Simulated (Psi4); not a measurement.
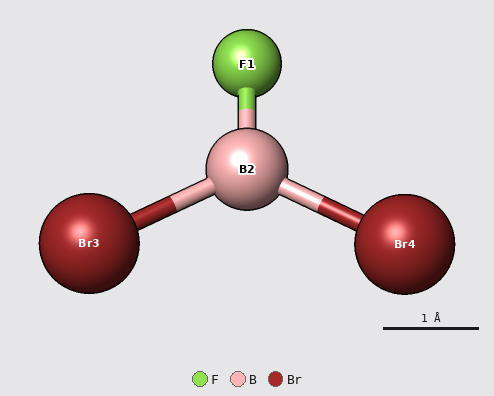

**Figure 1.** The structure as given in the input (ball-and-stick view, seen at a tilt; atoms are numbered from 1 in the order of the input).

Excited-state calculation of BBr₂F

System: BBr₂F, SMILES FB(Br)Br.
Method: TDDFT (BHLYP)/aug-pcseg-0, RKS (Psi4 1.11).

The geometry comes from this level: PBE0-D4/def2-TZVP.

## The input (job.py)
```python
import psi4

psi4.set_memory('1600 MB')
psi4.set_num_threads(1)
psi4.set_output_file('run.log', False)

m = psi4.geometry("""
0 1
F      2.48791893     0.88053679     0.68855951
B      0.23425045     0.08271331     0.06455304
Br    -0.91281331    -3.07915754     1.32554839
Br    -1.80935607     2.11590744    -2.07866094
units bohr
symmetry c1
""")

psi4.set_options({
    'basis': 'aug-pcseg-0',
    'reference': 'rks',
    'puream': True,
    'scf_type': 'pk',
    'dft_radial_points': 99,
    'dft_spherical_points': 590,
    'save_jk': True,
})

from psi4.driver.procrouting.response.scf_response import tdscf_excitations
e, wfn = psi4.energy('bhhlyp', molecule=m, return_wfn=True)
states = tdscf_excitations(wfn, states=4, tda=False)
for k, s in enumerate(states, 1):
    print(f"root {k}: {s['EXCITATION ENERGY'] * 27.211386:.4f} eV  f = {s['OSCILLATOR STRENGTH (LEN)']:.4f}  {s['SYMMETRY']}")
print(f'bhhlyp energy: {e:.10f} Eh')
```

Machine: 1 thread of Intel Xeon @ 2.70GHz, 189 GiB of memory available, shared host.

Launch command:
```bash
python job.py
```

## Log
```
h
    h
    h

    -----------------------------------------------------------------------

   => Loading Basis Set <=

    Name: AUG-PCSEG-0
    Role: ORBITAL
    Keyword: BASIS

         ---------------------------------------------------------
                                   SCF
                              RKS Reference
                        1 Threads,   1525 MiB Core
         ---------------------------------------------------------

  ==> Geometry <==

    Molecular point group: c1
    Full point group: C1

    Geometry (in Bohr), charge = 0, multiplicity = 1:

       Center              X                  Y                   Z               Mass
    ------------   -----------------  -----------------  -----------------  -----------------
         F            3.366218601582     1.191318972597     0.931538162145    18.998403162730
         B            1.112550121582     0.393495492597     0.307531692145    11.009305360000
         BR          -0.034513638418    -2.768375357403     1.568527042145    78.918337600000
         BR          -0.931056398418     2.426689622597    -1.835682287855    78.918337600000

  Running in c1 symmetry.

  Rotational constants: A =      0.18853  B =      0.03874  C =      0.03214 [cm^-1]
  Rotational constants: A =   5651.94687  B =   1161.39198  C =    963.42277 [MHz]
  Nuclear repulsion =  430.663016925350576

  Charge       = 0
  Multiplicity = 1
  Electrons    = 84
  Nalpha       = 42
  Nbeta        = 42

  ==> Algorithm <==

  SCF Algorithm Type is PK.
  DIIS enabled.
  MOM disabled.
  Fractional occupation disabled.
  Guess Type is SAD.
  Energy threshold   = 1.00e-06
  Density threshold  = 1.00e-06
  Integral threshold = 1.00e-12

  ==> Primary Basis <==

  Basis Set: AUG-PCSEG-0
    Blend: AUG-PCSEG-0
    Number of shells: 38
    Number of basis functions: 78
    Number of Cartesian functions: 80
    Spherical Harmonics?: true
    Max angular momentum: 2

  ==> DFT Potential <==

   => LibXC <=

    Version 7.1.2

   => Composite Functional: BHANDHLYP <=

    BHandHLYP Hyb-GGA Exchange-Correlation Functional

    Defined through Gaussian implementation.

    Deriv               =              1
    GGA                 =           TRUE
    Meta                =          FALSE

    Exchange Hybrid     =           TRUE
    MP2 Hybrid          =          FALSE

   => Exchange Functionals <=

    0.5000         Becke 88

   => Exact (HF) Exchange <=

    0.5000               HF

   => Correlation Functionals <=

    1.0000   Lee, Yang & Parr

   => LibXC Density Thresholds  <==

    XC_HYB_GGA_XC_BHANDHLYP:  1.00E-15

   => Molecular Quadrature <=

    Radial Scheme          =       TREUTLER
    Pruning Scheme         =           NONE
    Nuclear Scheme         =       TREUTLER

    Blocking Scheme        =         OCTREE
    BS radius alpha        =              1
    Pruning alpha          =              1
    Radial Points          =             99
    Spherical Points       =            590
    Total Points           =         226293
    Total Blocks           =           1800
    Max Points             =            256
    Max Functions          =             68
    Weights Tolerance      =       1.00E-15

  ==> Integral Setup <==

  Using in-core PK algorithm.
   Calculation information:
      Number of atoms:                   4
      Number of AO shells:              38
      Number of primitives:             72
      Number of atomic orbitals:        80
      Number of basis functions:        78

      Integral cutoff                 1.00e-12
      Number of threads:                 1

  Performing in-core PK
  Using 9495642 doubles for integral storage.
  We computed 221653 shell quartets total.
  Whereas there are 274911 unique shell quartets.

  ==> DiskJK: Disk-Based J/K Matrices <==

    J tasked:                  Yes
    K tasked:                  Yes
    wK tasked:                  No
    Memory [MiB]:              798
    Schwarz Cutoff:          1E-12

  Cached 100.0% of DFT collocation blocks in 0.338 [GiB].

  Minimum eigenvalue in the overlap matrix is 1.9480769180E-03.
  Reciprocal condition number of the overlap matrix is 3.1418662748E-04.
    Using symmetric orthogonalization.

  ==> Pre-Iterations <==

  SCF Guess: Superposition of Atomic Densities via on-the-fly atomic UHF (no occupation information).

   -------------------------
    Irrep   Nso     Nmo
   -------------------------
     A         78      78
   -------------------------
    Total      78      78
   -------------------------

  ==> Iterations <==

                        Total Energy        Delta E     RMS |[F,P]|

   @RKS iter SAD: -5263.52283740540042   -5.26352e+03   0.00000e+00
   @RKS iter   1: -5266.25941304043772   -2.73658e+00   1.01146e-02 DIIS/ADIIS
   @RKS iter   2: -5266.35037598639883   -9.09629e-02   7.26279e-03 DIIS/ADIIS
   @RKS iter   3: -5266.48527925908093   -1.34903e-01   1.45737e-03 DIIS/ADIIS
   @RKS iter   4: -5266.49108152413373   -5.80227e-03   2.29137e-04 DIIS/ADIIS
   @RKS iter   5: -5266.49119224589867   -1.10722e-04   6.96251e-05 DIIS
   @RKS iter   6: -5266.49121061078404   -1.83649e-05   7.54258e-06 DIIS
   @RKS iter   7: -5266.49121116279275   -5.52009e-07   1.22974e-06 DIIS
   @RKS iter   8: -5266.49121117917366   -1.63809e-08   9.03594e-08 DIIS
  Energy and wave function converged.

  ==> Post-Iterations <==

   Electrons on quadrature grid:
      Ntotal   =   83.9999996077 ; deviation = -3.923e-07

    Orbital Energies [Eh]
    ---------------------

    Doubly Occupied:

       1A   -485.311322     2A   -485.311293     3A    -62.861723
       4A    -62.861720     5A    -57.166646     6A    -57.166604
       7A    -57.164340     8A    -57.164317     9A    -57.163857
      10A    -57.163849    11A    -25.402275    12A     -9.022014
      13A     -9.022009    14A     -7.293113    15A     -6.917774
      16A     -6.917698    17A     -6.908295    18A     -6.908260
      19A     -6.906355    20A     -6.906337    21A     -2.881788
      22A     -2.881743    23A     -2.878976    24A     -2.878631
      25A     -2.877368    26A     -2.876860    27A     -2.868623
      28A     -2.868619    29A     -2.868582    30A     -2.868529
      31A     -1.453472    32A     -0.947946    33A     -0.912688
      34A     -0.699159    35A     -0.625552    36A     -0.616414
      37A     -0.554464    38A     -0.455481    39A     -0.424447
      40A     -0.409879    41A     -0.387905    42A     -0.374946

    Virtual:

      43A     -0.033007    44A      0.000784    45A      0.043208
      46A      0.044053    47A      0.050358    48A      0.054059
      49A      0.086998    50A      0.126361    51A      0.129248
      52A      0.133081    53A      0.147272    54A      0.154313
      55A      0.175140    56A      0.203373    57A      0.217526
      58A      0.223768    59A      0.314110    60A      0.318993
      61A      0.340592    62A      0.356889    63A      0.476082
      64A      0.551908    65A      0.654103    66A      0.704760
      67A      0.900023    68A      0.921255    69A      1.104558
      70A      1.139316    71A      1.152912    72A      1.154737
      73A      1.178414    74A      1.231676    75A      1.902751
      76A      2.149582    77A      2.196348    78A      2.393379

    Final Occupation by Irrep:
              A
    DOCC [    42 ]
    NA   [    42 ]
    NB   [    42 ]

  @RKS Final Energy: -5266.49121117917366

   => Energetics <=

    Nuclear Repulsion Energy =            430.6630169253505755
    One-Electron Energy =               -8187.0181784748474456
    Two-Electron Energy =                2590.3566955386108930
    DFT Exchange-Correlation Energy =    -100.4927451682869162
    Empirical Dispersion Energy =           0.0000000000000000
    VV10 Nonlocal Energy =                  0.0000000000000000
    Total Energy =                      -5266.4912111791727511

Computation Completed

Properties will be evaluated at   0.000000,   0.000000,   0.000000 [a0]

Properties computed using the SCF density matrix

 Multipole Moments:

 ------------------------------------------------------------------------------------
     Multipole            Electronic (a.u.)      Nuclear  (a.u.)        Total (a.u.)
 ------------------------------------------------------------------------------------

 L = 1.  Multiply by 2.5417464519 to convert [e a0] to [Debye]
 Dipole X            :         -2.1705825            2.0637667           -0.1068158
 Dipole Y            :         -0.7683083            0.7303475           -0.0379608
 Dipole Z            :         -0.6008026            0.5710683           -0.0297343
 Magnitude           :                                                    0.1171954

 ------------------------------------------------------------------------------------

	total time  =          5 seconds =       0.08 minutes

******************************************************************************************
**********                               WARNING                                **********
**********       The names of excited state variables changed between 1.5       **********
**********     and 1.6. For a quick solution, remove the symmetry specifier     **********
**********   from the variable name. For full details, see 'Notes on Psivars'   **********
**********                        in the documentation.                         **********
******************************************************************************************

         ---------------------------------------------------------
                         TDSCF excitation energies
         ---------------------------------------------------------

  ==> Options <==

     Residual threshold  : 1.0000e-04
     Initial guess       : denominators
     Reference           : RHF
     Solver type         : RPA (Hamiltonian)

  ==> Requested Excitations <==

      4 singlet states with A symmetry

  ==> Seeking the lowest 4 singlet states with A symmetry

                        Generalized Hamiltonian Solver

  ==> Options <==

    Max number of iterations        = 60
    Eigenvector tolerance           = 1.0000e-04
    Max number of expansion vectors = 800

  => Iterations <=
                              Max[D[value]]     Max[|R|]   # vectors
  HamiltonianSolver iter   1:   2.92874e-01  1.59109e-01     16
  HamiltonianSolver iter   2:   1.20512e-02  4.64689e-02     24
  HamiltonianSolver iter   3:   6.82321e-04  6.80570e-02     32
  HamiltonianSolver iter   4:   2.54926e-03  2.09312e-02     40
  HamiltonianSolver iter   5:   8.85879e-05  7.14387e-03     48
  HamiltonianSolver iter   6:   5.99308e-06  1.95109e-03     56
  HamiltonianSolver iter   7:   3.25449e-07  5.85121e-04     60
  HamiltonianSolver iter   8:   2.69440e-08  1.80571e-04     62
  HamiltonianSolver iter   9:   2.25732e-09  7.79882e-05     64      Converged

******************************************************************************************
**********                               WARNING                                **********
**********  Length-gauge rotatory strengths are **NOT** gauge-origin invariant  **********
******************************************************************************************

                                    Excitation Energy         Total Energy        Oscillator Strength             Rotatory Strength
     #   Sym: GS->ES (Trans)        au              eV              au          au (length)    au (velocity)    au (length)    au (velocity)
    ---- -------------------- --------------- --------------- --------------- --------------- --------------- --------------- ---------------
     1        A->A (1 A)       0.22652         6.16394        -5266.26469      0.0000          0.0000          0.0000         -0.0000
     2        A->A (1 A)       0.25735         7.00282        -5266.23386      0.1411          0.0478         -0.0000          0.0000
     3        A->A (1 A)       0.25851         7.03439        -5266.23270      0.0024          0.0010          0.0000          0.0000
     4        A->A (1 A)       0.28420         7.73359        -5266.20701      0.1112          0.0897          0.0000          0.0000

Contributing excitations and de-excitations
Only contributions with abs(coeff) > 1.00e-01 will be printed:

Excited State    1 (1 A):   0.22652 au   201.14 nm f = 0.0000
  Sums of squares: Xssq =  1.000252e+00; Yssq =  2.520006e-04; Xssq - Yssq =  1.000000e+00
     42a  ->  43a     0.998548 (99.710%)

Excited State    2 (1 A):   0.25735 au   177.05 nm f = 0.1411
  Sums of squares: Xssq =  1.003023e+00; Yssq =  3.022650e-03; Xssq - Yssq =  1.000000e+00
     41a  ->  43a     0.959892 (92.139%)
     42a  ->  44a     0.151662 ( 2.300%)
     42a  ->  46a    -0.141206 ( 1.994%)

Excited State    3 (1 A):   0.25851 au   176.25 nm f = 0.0024
  Sums of squares: Xssq =  1.000267e+00; Yssq =  2.671641e-04; Xssq - Yssq =  1.000000e+00
     40a  ->  43a     0.997951 (99.591%)

Excited State    4 (1 A):   0.28420 au   160.32 nm f = 0.1112
  Sums of squares: Xssq =  1.000955e+00; Yssq =  9.546620e-04; Xssq - Yssq =  1.000000e+00
     40a  ->  45a    -0.142081 ( 2.019%)
     41a  ->  43a     0.172862 ( 2.988%)
     42a  ->  44a    -0.906114 (82.104%)
     42a  ->  46a     0.245475 ( 6.026%)
     42a  ->  48a    -0.163795 ( 2.683%)
     42a  ->  52a    -0.103129 ( 1.064%)

******************************************************************************************
**********                               WARNING                                **********
**********       The names of excited state variables changed between 1.5       **********
**********     and 1.6. For a quick solution, remove the symmetry specifier     **********
**********   from the variable name. For full details, see 'Notes on Psivars'   **********
**********                        in the documentation.                         **********
******************************************************************************************
```

## Standard output
```
root 1: 6.1639 eV  f = 0.0000  A
root 2: 7.0028 eV  f = 0.1411  A
root 3: 7.0344 eV  f = 0.0024  A
root 4: 7.7336 eV  f = 0.1112  A
bhhlyp energy: -5266.4912111792 Eh
```

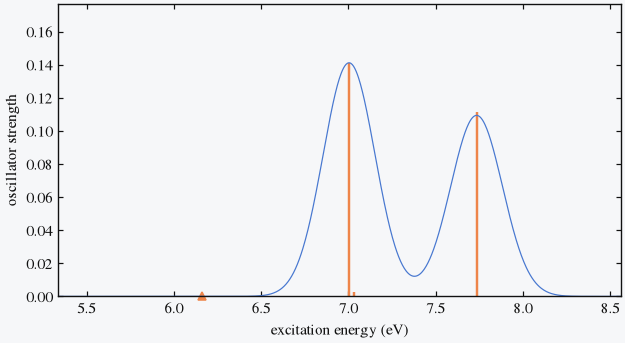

**Figure 2.** Computed excitations as sticks (degenerate states added up, dark ones marked on the axis), with a Gaussian envelope of 0.35 eV full width at half maximum, scaled to the tallest. Of the 4 states the lowest lies at 6.16 eV (f = 0.000); the strongest line is at 7.00 eV, or 177 nm (f = 0.141).

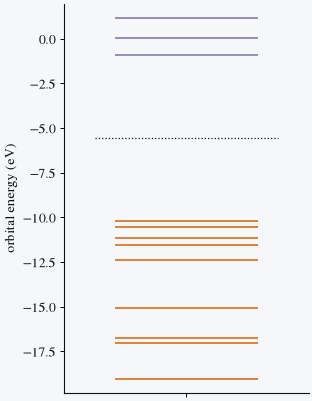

**Figure 3.** Orbital energies near the frontier; the dotted line parts filled from empty levels, and levels within 0.02 eV of each other stand side by side. Highest filled −10.20 eV, lowest empty −0.90 eV, 9.30 eV apart.

## Summary

```tsv
quantity	value
outcome	converged
total energy	−5266.491211 hartree
basis functions	78
HOMO	−10.20 eV
LUMO	−0.90 eV
dipole moment	0.30 D
lowest excitation	6.16 eV
wall time	26 s
peak memory	0.64 GiB
```
